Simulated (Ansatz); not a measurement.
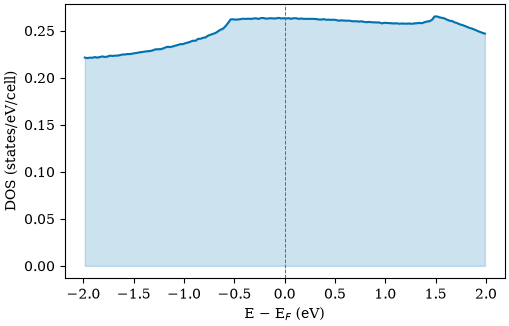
Fig. 1. Density of states of Ag (Fm-3m) near the Fermi level, PBEsol, rigid bands (Ansatz, a first-principles code).

Problem. With 1 atom a cell, what bare Sommerfeld coefficient γ = (π²/3) k_B² N(E_F) follows?

Solution. N(E_F) ≈ 0.26 states/eV a cell at 300 K, so γ ≈ 0.62 mJ/(mol of atoms·K²), before electron-phonon enhancement.

Problem. How far does the Fermi level move in a rigid band for 0.1 electron a cell added or removed?

Solution. 381 meV and -380 meV.

A metal at this level (no band gap); rigid bands, thermally averaged at 300 K, both spins. Spin-orbit coupling is left out. Geometry: cell and atoms relaxed with PBEsol.
